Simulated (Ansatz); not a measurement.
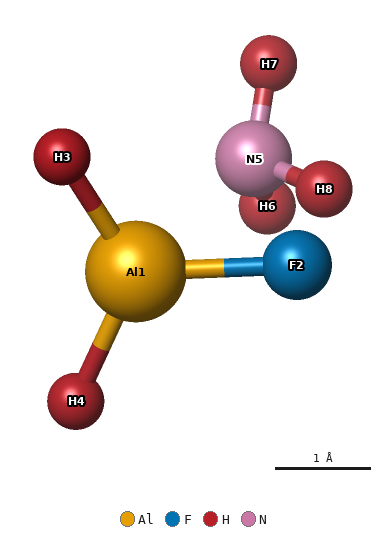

*The input geometry (ball-and-stick view, seen at an oblique angle; atoms are numbered from 1 in the order of the input). Sticks mark near contacts.*

## AlNH$_{5}$F: geometry relaxation

- system: AlNH$_{5}$F
- method: RKS PBE-D4/def2-SVP (Ansatz 0.2.0)

It belongs to a series of runs on one base structure; here: end point A relaxed. Figures and captions count atoms from 1; the log counts them from 0 in places.

## The program's output
```
The last accepted step is kept in [file] (removed where the run ends without a failure and the disk answers)
Engine: ansatz 0.2.0, x86_64-unknown-linux-gnu
Functional definition: PBE
  parameter kappa = 0.804
  parameter beta = 0.06672455060314922
  exchange = pbe_x(kappa = kappa, mu = beta*pi^2/3)
  correlation = pbe_c(beta = beta)
803 factors; their error is unknown
mean field evaluation 1: about -10864.8984 eV, gradient 6.5e1 eV
mean field evaluation 2: about -10825.4068 eV, gradient 1.3e2 eV
mean field evaluation 4: about -10873.0857 eV, gradient 6.8e0 eV
mean field evaluation 8: about -10873.1265 eV, gradient 1.6e-1 eV
mean field -10873.12657135 eV, -399.5800314270 hartree, gradient 4.5e-5 eV, S^2 0.000000; 0 other end points of the search recorded, 0 dependent functions left out
the calculation of the forces begins
reference -10873.12661399 eV, -399.5800329941 hartree; 17, 17 occupied and 54, 54 virtual orbitals, 803 factors
relax step   1: F+E_penalty+E_count = -10873.21248401 eV  Δ(F+E_penalty+E_count) = +0.000e0 eV  max|allowed force component| = 9.572e-1 eV/Å  Δτ_max = 0.0000 Å  (24 SCF iters, accepted)
these checks for a lower state are left out or cut short: starts, cluster_reference, orbital_swaps, neighbouring_geometries, increment
803 factors; their error is unknown
mean field evaluation 16: about -10873.1761 eV, gradient 8.1e0 eV
mean field -10873.32820902 eV, -399.5874414751 hartree, gradient 4.9e-6 eV, S^2 0.000000; 0 other end points of the search recorded, 0 dependent functions left out
the calculation of the forces begins
reference -10873.32825106 eV, -399.5874430200 hartree; 17, 17 occupied and 54, 54 virtual orbitals, 803 factors
relax step   2: F+E_penalty+E_count = -10873.41748589 eV  Δ(F+E_penalty+E_count) = -2.050e-1 eV  max|allowed force component| = 8.017e-1 eV/Å  Δτ_max = 0.1945 Å  (28 SCF iters, accepted)
these checks for a lower state are left out or cut short: starts, cluster_reference, orbital_swaps, neighbouring_geometries, increment
803 factors; their error is unknown
mean field -10873.62090398 eV, -399.5981978164 hartree, gradient 2.2e-5 eV, S^2 0.000000; 0 other end points of the search recorded, 0 dependent functions left out
the calculation of the forces begins
reference -10873.62094490 eV, -399.5981993202 hartree; 17, 17 occupied and 54, 54 virtual orbitals, 803 factors
relax step   3: F+E_penalty+E_count = -10873.71437853 eV  Δ(F+E_penalty+E_count) = -2.969e-1 eV  max|allowed force component| = 1.091e0 eV/Å  Δτ_max = 0.1977 Å  (27 SCF iters, accepted)
these checks for a lower state are left out or cut short: starts, cluster_reference, orbital_swaps, neighbouring_geometries, increment
803 factors; their error is unknown
mean field evaluation 32: about -10873.8967 eV, gradient 2.6e-1 eV
mean field -10873.89698574 eV, -399.6083436340 hartree, gradient 2.1e-5 eV, S^2 0.000000; 0 other end points of the search recorded, 0 dependent functions left out
the calculation of the forces begins
reference -10873.89702552 eV, -399.6083450956 hartree; 17, 17 occupied and 54, 54 virtual orbitals, 803 factors
relax step   4: F+E_penalty+E_count = -10873.99565894 eV  Δ(F+E_penalty+E_count) = -2.813e-1 eV  max|allowed force component| = 6.906e-1 eV/Å  Δτ_max = 0.1969 Å  (27 SCF iters, accepted)
these checks for a lower state are left out or cut short: starts, cluster_reference, orbital_swaps, neighbouring_geometries, increment
803 factors; their error is unknown
mean field -10874.00513209 eV, -399.6123179389 hartree, gradient 2.1e-5 eV, S^2 0.000000; 0 other end points of the search recorded, 0 dependent functions left out
the calculation of the forces begins
reference -10874.00517073 eV, -399.6123193589 hartree; 17, 17 occupied and 54, 54 virtual orbitals, 803 factors
relax step   5: F+E_penalty+E_count = -10874.10538390 eV  Δ(F+E_penalty+E_count) = -1.097e-1 eV  max|allowed force component| = 8.045e-1 eV/Å  Δτ_max = 0.1760 Å  (25 SCF iters, accepted)
these checks for a lower state are left out or cut short: starts, cluster_reference, orbital_swaps, neighbouring_geometries, increment
803 factors; their error is unknown
mean field -10874.04821771 eV, -399.6139013063 hartree, gradient 2.0e-5 eV, S^2 0.000000; 0 other end points of the search recorded, 0 dependent functions left out
the calculation of the forces begins
reference -10874.04825638 eV, -399.6139027273 hartree; 17, 17 occupied and 54, 54 virtual orbitals, 803 factors
relax step   6: F+E_penalty+E_count = -10874.14785030 eV  Δ(F+E_penalty+E_count) = -4.247e-2 eV  max|allowed force component| = 4.284e-1 eV/Å  Δτ_max = 0.1187 Å  (25 SCF iters, accepted)
these checks for a lower state are left out or cut short: starts, cluster_reference, orbital_swaps, neighbouring_geometries, increment
803 factors; their error is unknown
mean field -10874.05735242 eV, -399.6142370008 hartree, gradient 1.7e-5 eV, S^2 0.000000; 0 other end points of the search recorded, 0 dependent functions left out
the calculation of the forces begins
reference -10874.05739129 eV, -399.6142384292 hartree; 17, 17 occupied and 54, 54 virtual orbitals, 803 factors
relax step   7: F+E_penalty+E_count = -10874.15729901 eV  Δ(F+E_penalty+E_count) = -9.449e-3 eV  max|allowed force component| = 3.336e-1 eV/Å  Δτ_max = 0.0799 Å  (25 SCF iters, accepted)
these checks for a lower state are left out or cut short: starts, cluster_reference, orbital_swaps, neighbouring_geometries, increment
803 factors; their error is unknown
mean field evaluation 64: about -10874.0634 eV, gradient 1.5e-5 eV
mean field -10874.06340076 eV, -399.6144592730 hartree, gradient 1.5e-5 eV, S^2 0.000000; 0 other end points of the search recorded, 0 dependent functions left out
the calculation of the forces begins
reference -10874.06343949 eV, -399.6144606962 hartree; 17, 17 occupied and 54, 54 virtual orbitals, 803 factors
relax step   8: F+E_penalty+E_count = -10874.16317247 eV  Δ(F+E_penalty+E_count) = -5.873e-3 eV  max|allowed force component| = 1.024e-1 eV/Å  Δτ_max = 0.0358 Å  (26 SCF iters, accepted)
these checks for a lower state are left out or cut short: starts, cluster_reference, orbital_swaps, neighbouring_geometries, increment
803 factors; their error is unknown
mean field -10874.06398876 eV, -399.6144808818 hartree, gradient 1.6e-5 eV, S^2 0.000000; 0 other end points of the search recorded, 0 dependent functions left out
the calculation of the forces begins
reference -10874.06402751 eV, -399.6144823056 hartree; 17, 17 occupied and 54, 54 virtual orbitals, 803 factors
relax step   9: F+E_penalty+E_count = -10874.16369764 eV  Δ(F+E_penalty+E_count) = -5.252e-4 eV  max|allowed force component| = 2.744e-2 eV/Å  Δτ_max = 0.0127 Å  (27 SCF iters, accepted)
```

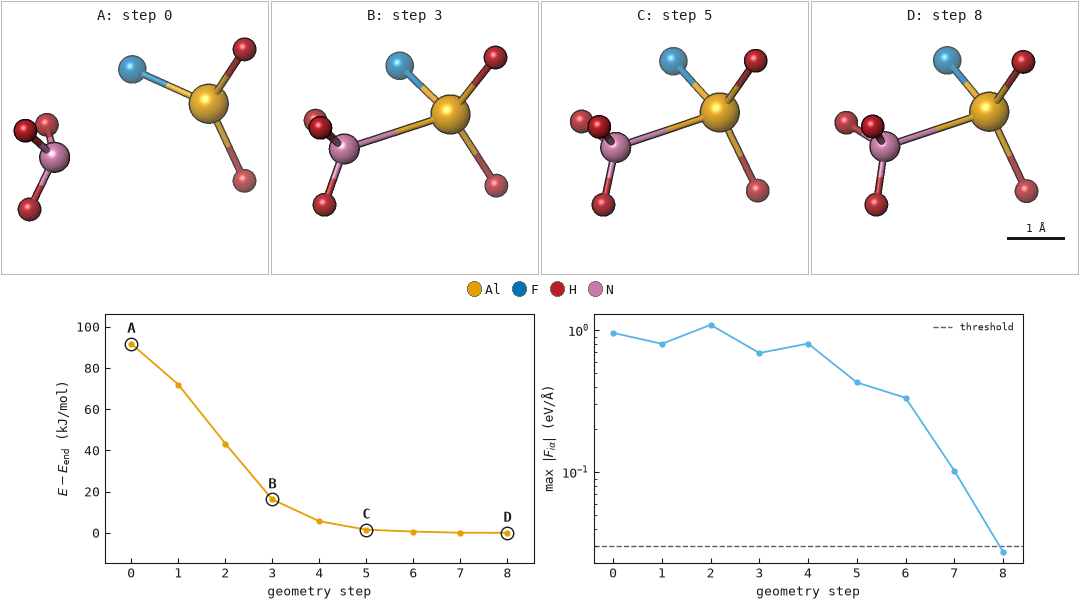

*Frames of the relaxation (ball-and-stick view, seen at a tilt) above the curves, on which the letters mark them (the first geometry is step 0 here and step 1 in the log).*

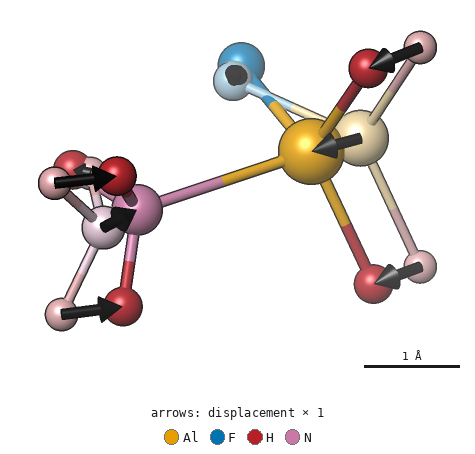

*Start (faint) and end (solid) with the displacements as black arrows, at true length (ball-and-stick view, seen at a tilt). The two geometries are laid on each other by the best rigid fit.*

After 8 geometry steps the energy has fallen by 91.8 kJ/mol. The largest force component goes from 0.96 to 0.027 eV/Å. The largest moves after the best rigid fit, 0.66 Å, are those of H6 and H7. Largest moves by element: H 0.66 Å, Al 0.56 Å, N 0.47 Å, F 0.31 Å. Among the contacts that change: Al1–N5 3.094 → 2.081 Å, Al1–H3 1.593 → 1.608 Å, Al1–F2 1.697 → 1.712 Å, N5–H8 1.046 → 1.032 Å. New bonds form: Al1–N5 (3.09 → 2.08 Å). Among the angles that change: H3–Al1–H4 126.6° → 122.3°. (Atoms are counted from 1 in the order of the input.)

```
803 factors; their error is unknown
mean field -10874.06398876 eV, -399.6144808818 hartree, gradient 1.5e-5 eV, S^2 0.000000; 1 other end points of the search recorded, 0 dependent functions left out
the calculation of the forces begins
reference -10874.06402751 eV, -399.6144823056 hartree; 17, 17 occupied and 54, 54 virtual orbitals, 803 factors
Total energy: -10874.16373638 eV, -399.6181465392 hartree
Atom 0 at     0.024672    -0.086448     0.129461 Å, force    -0.004084     0.011134     0.012557 eV/Å
Atom 1 at    -0.227396     0.611348     1.672095 Å, force     0.002852    -0.007858    -0.015697 eV/Å
Atom 2 at     1.508261     0.088287    -0.465672 Å, force     0.000802    -0.002444     0.001402 eV/Å
Atom 3 at    -1.277621    -0.145759    -0.812278 Å, force     0.000916    -0.002050    -0.000315 eV/Å
Atom 4 at     0.085963    -2.016310     0.906209 Å, force     0.000595     0.027437    -0.007891 eV/Å
Atom 5 at    -0.643440    -2.648876     0.548956 Å, force     0.003231    -0.000994     0.016375 eV/Å
Atom 6 at     0.995083    -2.489967     0.810709 Å, force    -0.009646     0.000118     0.011136 eV/Å
Atom 7 at    -0.088420    -1.864773     1.912418 Å, force     0.005334    -0.025342    -0.017568 eV/Å
Dipole moment:     0.068499    -1.157677     0.222529 e Å
```

## Trajectory as extended XYZ (Å, eV, eV/Å), 9 frames, from step=1 to step=9
```
8
Properties=species:S:1:pos:R:3:forces:R:3 step=1 energy=-10873.21248
Al    0.0267    0.4047   -0.1383    0.0348  -0.6764   0.1081
F    -0.1664    0.3387    1.5460   -0.0311   0.1715   0.1408
H     1.4987    0.6924   -0.6748   -0.0011  -0.0071   0.0102
H    -1.3140    0.4009   -0.9980    0.0012   0.0028  -0.0029
N     0.1132   -2.4755    0.9888   -0.1084   0.9572   0.1104
H    -0.6576   -3.1551    0.9748    0.0295   0.0378   0.0097
H     0.9659   -2.9804    1.2618   -0.0370   0.0220  -0.0204
H    -0.0896   -1.7783    1.7416    0.1122  -0.5080  -0.3559
8
Properties=species:S:1:pos:R:3:forces:R:3 step=2 energy=-10873.41749
Al    0.0386    0.2146   -0.0991   -0.0629  -0.2245   0.5111
F    -0.1808    0.4072    1.5932    0.0389  -0.1176  -0.2493
H     1.4864    0.6258   -0.6466    0.0021  -0.2556   0.0313
H    -1.2991    0.3407   -0.9702    0.0415  -0.2391   0.0268
N     0.1097   -2.3847    0.9537   -0.0636   0.8017   0.0112
H    -0.6487   -3.0796    0.9138   -0.0240   0.1182  -0.1188
H     0.9628   -2.9092    1.1932    0.0297   0.1208  -0.1208
H    -0.0917   -1.7674    1.7639    0.0383  -0.2039  -0.0915
8
Properties=species:S:1:pos:R:3:forces:R:3 step=3 energy=-10873.71438
Al    0.0482    0.0235   -0.0495   -0.1664   0.0143   1.0906
F    -0.1879    0.4010    1.6422    0.0984  -0.2261  -0.6689
H     1.4819    0.5036   -0.6096   -0.0286  -0.3929   0.0451
H    -1.2849    0.2246   -0.9337    0.0953  -0.3617   0.0534
N     0.0995   -2.2272    0.9257   -0.0716   0.3566   0.2413
H    -0.6419   -2.9447    0.8055    0.1230   0.3911  -0.1536
H     0.9656   -2.7784    1.0839   -0.1387   0.3575  -0.2043
H    -0.1034   -1.7549    1.8373    0.0887  -0.1388  -0.4037
8
Properties=species:S:1:pos:R:3:forces:R:3 step=4 energy=-10873.99566
Al    0.0474   -0.1444    0.0535   -0.0265   0.5916  -0.3517
F    -0.1917    0.3961    1.6574   -0.0601   0.0729   0.4144
H     1.4752    0.3347   -0.5371   -0.0090  -0.4049   0.0471
H    -1.2700    0.0645   -0.8613    0.0695  -0.3710   0.0504
N     0.0934   -2.0725    0.8744   -0.0360  -0.6906   0.6381
H    -0.6338   -2.7966    0.7017    0.0606   0.4667  -0.1760
H     0.9631   -2.6344    0.9777   -0.0852   0.4411  -0.2018
H    -0.1065   -1.6999    1.8356    0.0867  -0.1059  -0.4205
8
Properties=species:S:1:pos:R:3:forces:R:3 step=5 energy=-10874.10538
Al    0.0368   -0.1229    0.0916   -0.0869   0.5545   0.3411
F    -0.2121    0.4300    1.7368    0.0760  -0.0737  -0.5946
H     1.5138    0.1670   -0.5005   -0.1257  -0.0778   0.0745
H    -1.2864   -0.0957   -0.8365    0.1029  -0.0321   0.0862
N     0.0890   -2.0012    0.8625    0.0477  -0.8045   0.4103
H    -0.6377   -2.6950    0.6190   -0.0276   0.2319  -0.0837
H     0.9738   -2.5365    0.8885   -0.0117   0.2406  -0.0864
H    -0.1000   -1.6984    1.8404    0.0253  -0.0388  -0.1474
8
Properties=species:S:1:pos:R:3:forces:R:3 step=6 energy=-10874.14785
Al    0.0306   -0.0987    0.1078   -0.0436   0.2575   0.3503
F    -0.2176    0.5435    1.7025    0.0633  -0.2077  -0.4284
H     1.5107    0.1350   -0.4790   -0.0346  -0.0424   0.0097
H    -1.2860   -0.1164   -0.8149    0.0194  -0.0231   0.0038
N     0.0895   -2.0235    0.8808    0.0040  -0.1345   0.1400
H    -0.6371   -2.6905    0.5809   -0.0394   0.1191  -0.0057
H     0.9863   -2.5314    0.8561    0.0153   0.1247  -0.0090
H    -0.0993   -1.7704    1.8678    0.0158  -0.0938  -0.0606
8
Properties=species:S:1:pos:R:3:forces:R:3 step=7 energy=-10874.15730
Al    0.0264   -0.0769    0.1187    0.0519  -0.2888  -0.2042
F    -0.2217    0.5683    1.6691   -0.0578   0.2351   0.3336
H     1.5124    0.0956   -0.4670    0.0017   0.0232  -0.0266
H    -1.2837   -0.1431   -0.8077   -0.0046   0.0252  -0.0393
N     0.0860   -2.0144    0.9064    0.0221   0.0053  -0.0650
H    -0.6428   -2.6506    0.5515    0.0278   0.0261   0.0581
H     0.9951   -2.4928    0.8216   -0.0590   0.0283   0.0369
H    -0.0945   -1.8385    1.9093    0.0178  -0.0544  -0.0936
8
Properties=species:S:1:pos:R:3:forces:R:3 step=8 energy=-10874.16317
Al    0.0255   -0.0890    0.1291    0.0022   0.0101  -0.0434
F    -0.2260    0.6037    1.6720   -0.0043   0.0123   0.0393
H     1.5077    0.0915   -0.4661    0.0070  -0.0063  -0.0023
H    -1.2784   -0.1437   -0.8096   -0.0036  -0.0068  -0.0078
N     0.0865   -2.0174    0.9048    0.0060   0.0611  -0.0995
H    -0.6415   -2.6510    0.5503   -0.0426  -0.0275   0.0023
H     0.9936   -2.4927    0.8156    0.0512  -0.0204   0.0089
H    -0.0903   -1.8541    1.9058   -0.0160  -0.0225   0.1024
8
Properties=species:S:1:pos:R:3:forces:R:3 step=9 energy=-10874.16370
Al    0.0247   -0.0864    0.1295   -0.0041   0.0111   0.0126
F    -0.2274    0.6113    1.6721    0.0029  -0.0079  -0.0157
H     1.5083    0.0883   -0.4657    0.0008  -0.0024   0.0014
H    -1.2776   -0.1458   -0.8123    0.0009  -0.0021  -0.0003
N     0.0860   -2.0163    0.9062    0.0006   0.0274  -0.0079
H    -0.6434   -2.6489    0.5490    0.0032  -0.0010   0.0164
H     0.9951   -2.4900    0.8107   -0.0096   0.0001   0.0111
H    -0.0884   -1.8648    1.9124    0.0053  -0.0253  -0.0176
```

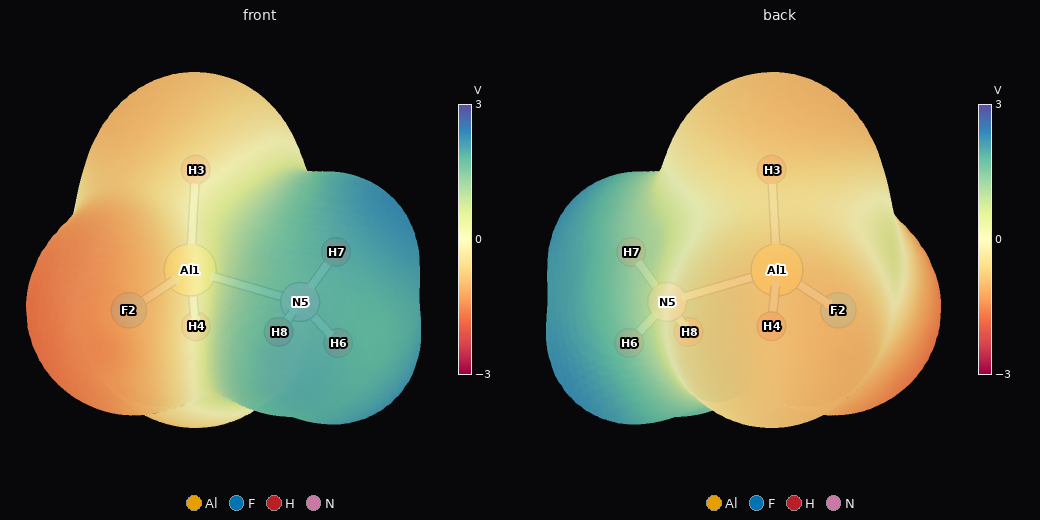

*The molecular electrostatic potential painted on the density surface at 0.001 e/bohr³, seen at a tilt and from behind; the colour scale runs from red (negative) to blue (positive).*

A positive charge is drawn to the negative regions and a negative charge to the positive ones.

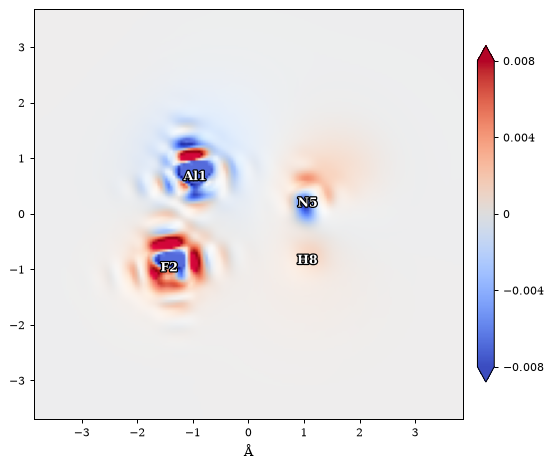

*The HOMO on the plane of atoms F2, Al1 and N5 (values in Å⁻³ᐟ²; the overall sign is arbitrary).*

It lies mainly on Al1 (30 %), H3 (30 %), H4 (30 %) and F2 (10 %). Its energy is −6.08 eV.

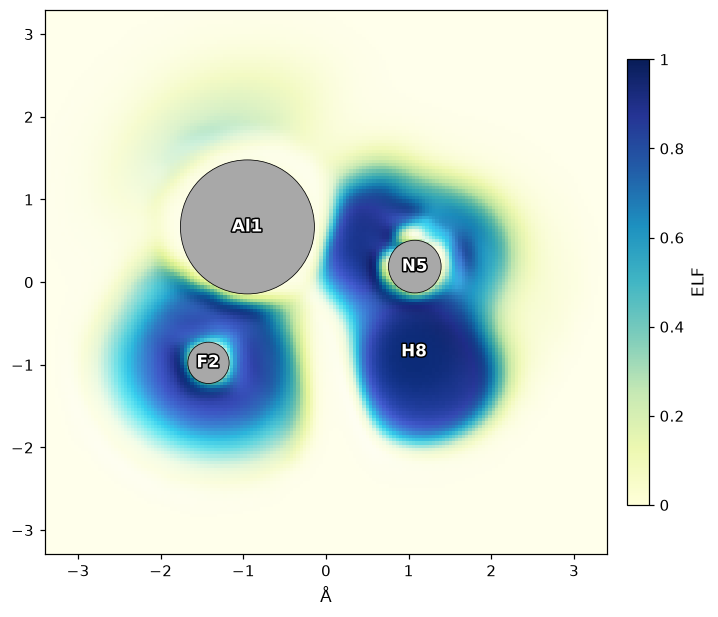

*ELF on the plane of atoms Al1, N5 and H8. Grey discs, where drawn, cover atomic cores.*

Atoms in the plane: Al, F, N and H. Al–F (1.71 Å): the ELF peaks at about 0.85 in the valence shell of F, 0.5 Å from its nucleus, and is about 0.25 at the midpoint. Al–N (2.08 Å): the ELF peaks at about 0.95 in the valence shell of N, 0.7 Å from its nucleus, and is about 0.75 at the midpoint.

This output came from the following input.

## The input
```yaml
crystal:
  periodic: [false, false, false]
  atoms:
    - { symbol: Al, position_ang: [0.026732, 0.404669, -0.138324] }
    - { symbol: F, position_ang: [-0.166356, 0.338732, 1.546014] }
    - { symbol: H, position_ang: [1.498693, 0.692362, -0.674845] }
    - { symbol: H, position_ang: [-1.31397, 0.400935, -0.998002] }
    - { symbol: "N", position_ang: [0.113241, -2.475503, 0.988816] }
    - { symbol: H, position_ang: [-0.657616, -3.155056, 0.974834] }
    - { symbol: H, position_ang: [0.96593, -2.980367, 1.26177] }
    - { symbol: H, position_ang: [-0.089553, -1.77827, 1.741636] }
basis:
  gaussian: { orbitals: def2-SVP }
hamiltonian:
  xc: pbe
  dispersion: d4
relax:
  f_tol: 0.03
  max_steps: 50
output:
  orbitals: {}
```

Launch command:
```bash
ansatz run input.yaml --threads 2 --pin off --max-ram 3072MiB --backend cpu --events-out ev --progress --plain --runs-dir out
```

## Results in brief

```csv
quantity,value
outcome,converged
total energy,−10874.1637 eV
mean-field energy,−10874.0640 eV
largest force (length of the vector) at the end,0.031 eV/Å
hardware,"2 threads of AMD EPYC (Zen 3), 189 GiB of memory available, shared host"
wall time,45 s (CPU time 39 s)
peak memory,0.14 GiB
```
